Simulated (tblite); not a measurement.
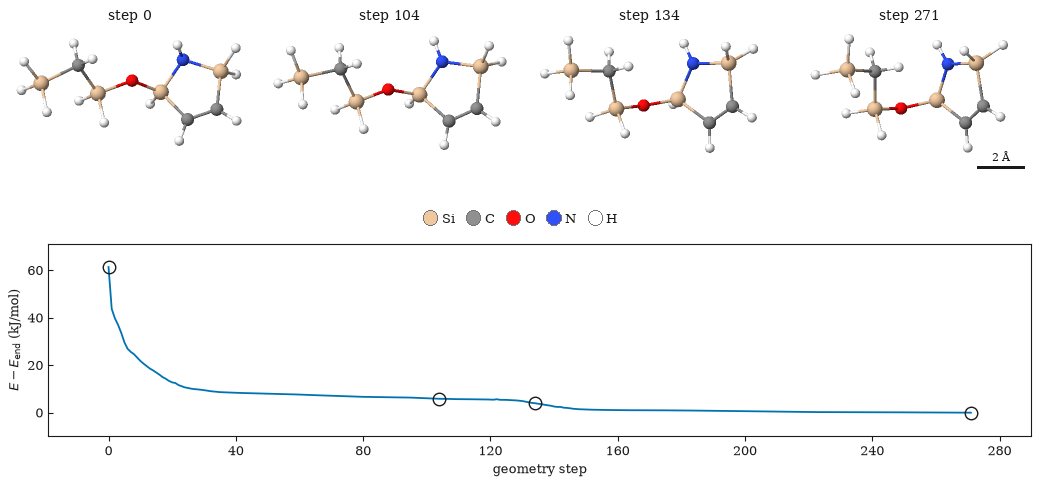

Frames of a relaxation of C₃H₁₃NOSi₄, marked on the history of the run. The picture is a ball-and-stick view, seen at a tilt.

All numbers below come from GFN2-xTB geometry optimisation, gas phase (tblite 0.8.0). 

> What happens along the run?

The atom that moves furthest after the best rigid fit is an H atom (2.77 Å). By element the largest moves are H 2.77 Å, O 1.75 Å, Si 1.67 Å, C 1.01 Å, N 0.73 Å. Near-neighbour distances that change, for instance: C–Si 1.830 → 1.896 Å, C–Si 1.850 → 1.893 Å, O–Si 1.662 → 1.628 Å, H–Si 1.493 → 1.465 Å. Among the angles between lasting bonds that change: Si–N–H 105.7° → 121.1°, Si–N–H 106.6° → 121.3°, Si–N–Si 105.5° → 117.5°. Groups turn about O–Si by about 140°, O–Si by about 135°. Over 271 geometry steps the energy falls by 61.3 kJ/mol. The run took 6.2 s on 1 thread of Arm Neoverse N1, with other jobs on the host. From step 0 to 104: an H atom moves most (0.94 Å), energy −55.5 kJ/mol. From step 104 to 134: an H atom moves most (1.19 Å), energy −1.86 kJ/mol. From step 134 to 271: an H atom moves most (1.14 Å), energy −3.99 kJ/mol.

```tsv
step	E − E(0), kJ/mol
0	0.00
1	-17.63
2	-21.59
3	-24.37
4	-27.76
5	-31.75
6	-34.46
7	-35.74
8	-36.71
9	-38.12
10	-39.53
24	-50.70
37	-52.80
51	-53.37
65	-53.98
79	-54.64
92	-54.91
106	-55.53
120	-55.83
134	-57.35
147	-59.82
161	-60.28
175	-60.36
189	-60.55
202	-60.75
216	-60.99
230	-61.13
244	-61.19
257	-61.26
271	-61.34
```
